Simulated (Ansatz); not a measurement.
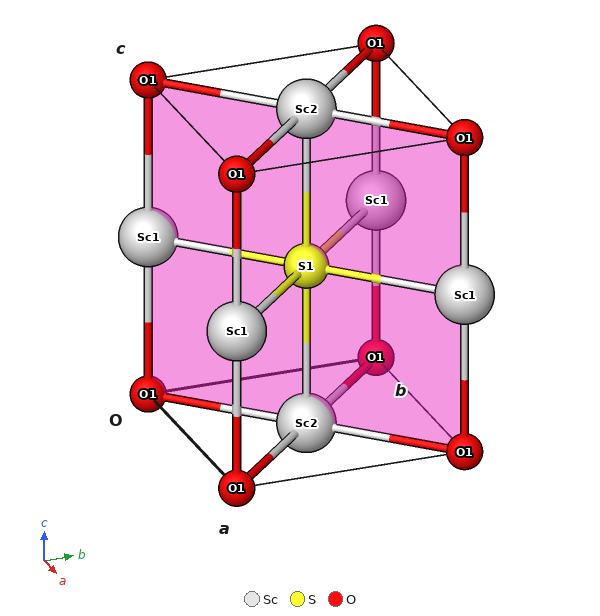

Crystal: Sc2SO, the end point of a relaxation with DFT PBE, scalar-relativistic, plane waves, PAW in Ansatz 0.2.0; the starting structure was generated, so it need not be a known form of this composition. The shaded plane is a symmetry element of the crystal. All values are computed from the atomic coordinates in the standard setting (tolerance 0.002 Å).

a = 3.473 Å, b = 3.473 Å, c = 4.900 Å, α = 90.00°, β = 90.00°, γ = 90.00°.

| atom | x | y | z |
| --- | --- | --- | --- |
| Sc1 | 0.0000 | 0.0000 | 0.5000 |
| Sc2 | 0.5000 | 0.5000 | 0.0000 |
| S1 | 0.5000 | 0.5000 | 0.5000 |
| O1 | 0.0000 | 0.0000 | 0.0000 |

Is it a mirror or a glide plane, and what is the operation?

Answer. It is a mirror plane, parallel to (1 −1 0), through (1/2, 1/2, 1/2): x, y, z → y, x, z.

Onto which atom does it carry each atom (up to whole multiples of a, b and c)?

Answer. Sc1 → Sc1, Sc2 → Sc2, S1 → S1, O1 → O1.

What is the crystal's space group?

Answer. No. 123, P4/mmm.
